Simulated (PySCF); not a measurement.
The calculation's input:

```
{"job": {"kind": "uv", "xc": "CAM-B3LYP", "basis": "def2-SVPD", "nstates": 8, "ntriplets": 3}, "charge": 0, "multiplicity": 1}
Si     2.653713     0.764503     0.220681
O      1.428124     0.120756     1.064432
C      0.103457    -0.026809     0.732356
C     -0.719841     1.159455     0.392132
C     -1.629395     0.866058    -0.527795
C     -1.538772    -0.559212    -0.997003
C     -0.425219    -1.141432    -0.149253
C     -0.661778    -1.173251     1.335842
H      2.477925     2.206383     0.027727
H      2.784002     0.144029    -1.100681
H      3.744902     0.435129     1.123298
H     -0.554020     2.111235     0.863475
H     -2.373510     1.538114    -0.918984
H     -2.484938    -1.084620    -0.845518
H     -1.303354    -0.603870    -2.063190
H      0.235129    -1.876616    -0.582751
H     -1.657128    -0.987751     1.711302
H     -0.088058    -1.885784     1.907995
```

Command:

```sh
OMP_NUM_THREADS=1 python probes_run.py task.json out
```

Geometry: GFN2-xTB.

Method: CAM-B3LYP/def2-SVPD, SCF density, gas phase (PySCF).

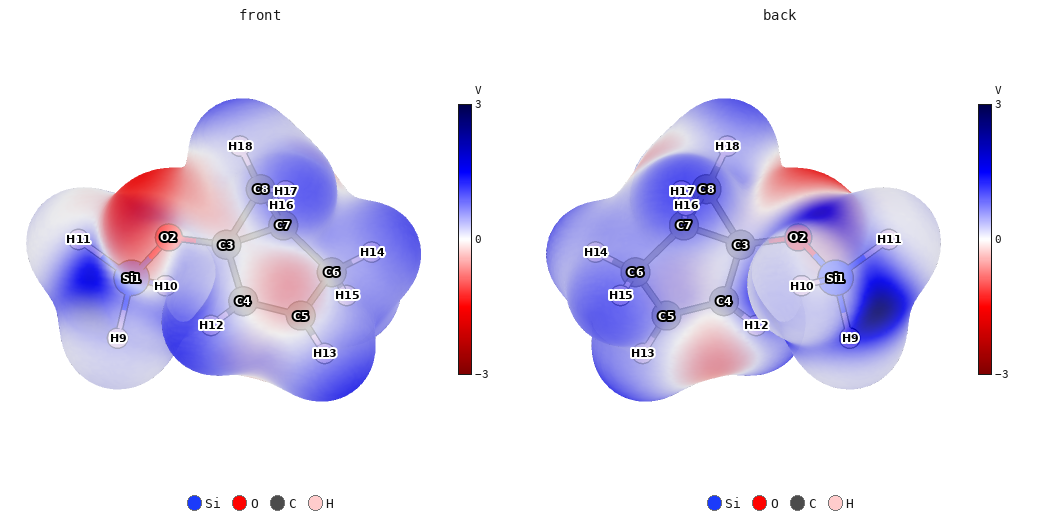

C6H10OSi. The molecular electrostatic potential painted on the density surface at 0.004 e/bohr³, seen from the front and from behind; red is negative and blue positive.

### Where is the surface potential most negative and most positive?

The most negative region (about −1.4 V) lies over O2, the most positive (about +2.3 V) over Si1. O2 is the likeliest acceptor of a hydrogen bond.
